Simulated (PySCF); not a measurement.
## Electronic structure of C6H8Si (SMILES C#C[Si](C)(C)C#C) in real space

Input file:

```
{"job": {"kind": "nmr", "xc": "PBE0", "basis": "pcSseg-1"}, "charge": 0, "multiplicity": 1}
Si    -0.051983    -0.004670    -0.030550
C     -0.018541    -0.017768     1.811729
C     -0.027285    -0.028138     3.028818
H     -0.033324    -0.037404     4.104357
C      1.691886    -0.007634    -0.624420
C      2.836271    -0.008416    -1.038882
H      3.849328    -0.009161    -1.400385
C     -0.894999     1.556867    -0.623485
H     -0.865906     1.610949    -1.722423
H     -0.391398     2.447212    -0.219054
H     -1.946945     1.575089    -0.299355
C     -0.912513    -1.549565    -0.641357
H     -1.948460    -1.586163    -0.270602
H     -0.385569    -2.448341    -0.288503
H     -0.933332    -1.568967    -1.741889
```

Launched as:

```sh
OMP_NUM_THREADS=1 python probes_run.py task.json out
```

Geometry: PBE0-D3(BJ)/def2-SVP.

The calculation used PBE0/pcSseg-1, SCF density, gas phase, non-relativistic (PySCF).

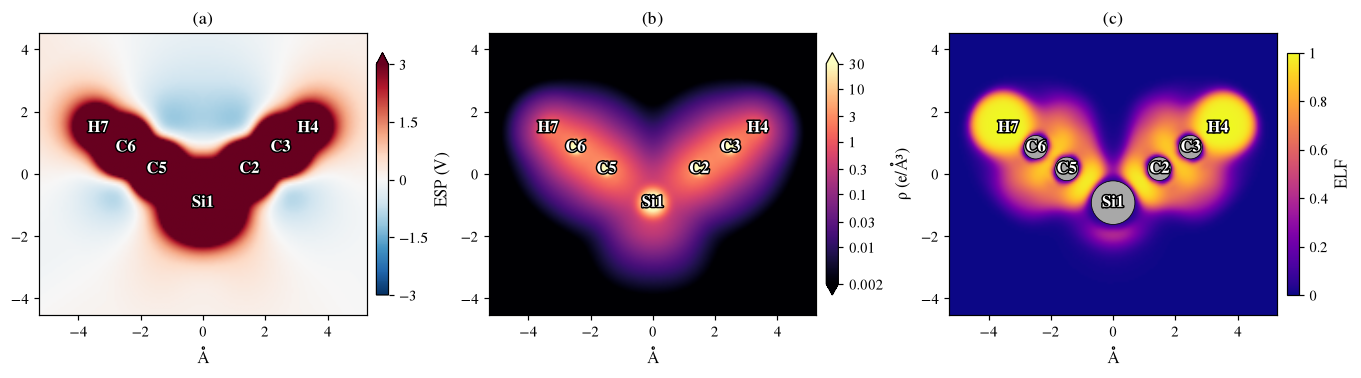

Figure 1. (a) electrostatic potential; (b) electron density; (c) ELF on the plane of atoms C2, Si1 and C5. Grey discs cover the atomic cores in the ELF map.

What do the fields say about this system?

Answer. The plane passes through Si, C and H nuclei.
C–C (1.22 Å): ρ at the midpoint is about 2.7 e/Å³; the ELF peaks at about 0.85 between the atoms: a short, multiple covalent bond.
C–Si (1.84 Å): the density is about 0.94 e/Å³ at the midpoint; the ELF peaks at about 0.95 between the atoms, as expected for a shared electron pair.
C–H (1.08 Å): ρ at the midpoint is about 2.1 e/Å³; the ELF climbs to about 1 towards the hydrogen, as it does in any bond to H (an ordinary covalent bond to hydrogen).
Outside the dense part of the molecule the potential is most negative (−1.1 V) near C2 and C5.

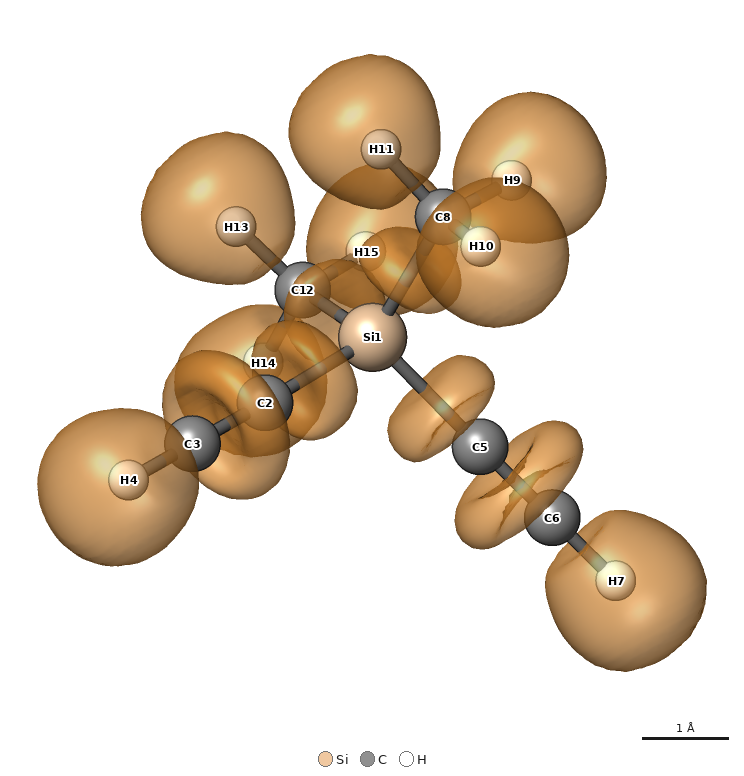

Figure 2. Isosurface of the electron localisation function at 0.8 (orange), seen at a tilt. Core shells and regions of very low density are left out.

What do the ELF domains correspond to?

Answer. The surface consists of two regions between bonded C–C atoms (shared pairs), four regions between bonded C–Si atoms (shared pairs) and eight regions around hydrogen nuclei.

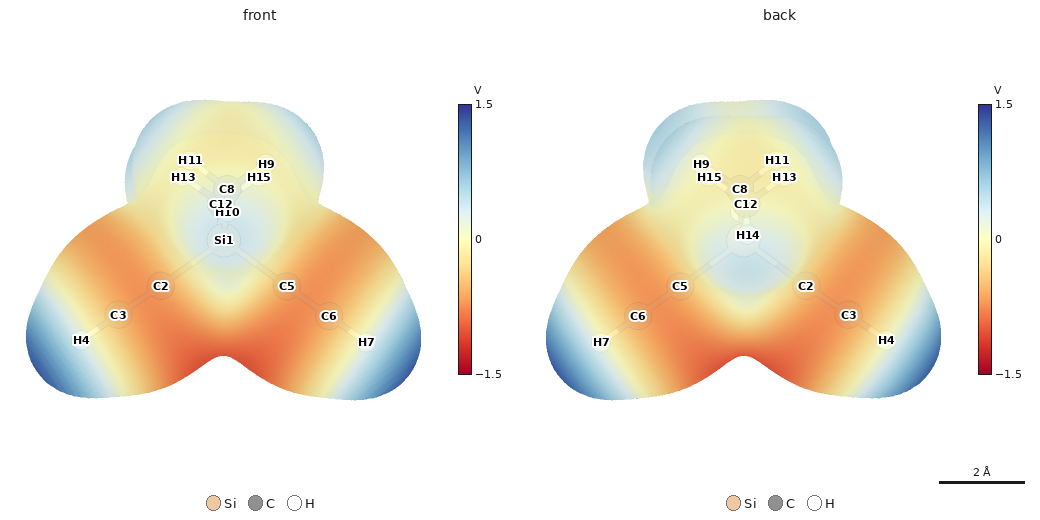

Figure 3. The electrostatic potential painted on the density surface at 0.001 e/bohr³, seen from the front and from behind; red is negative and blue positive.

Describe the electrostatic potential map.

Answer. The most negative region (about −1.0 V) lies over C2, C3, C5 and C6, the most positive (about +1.3 V) over H4 and H7.

What dipole moment does the calculation give?

Answer. Its dipole moment is 0.41 D.
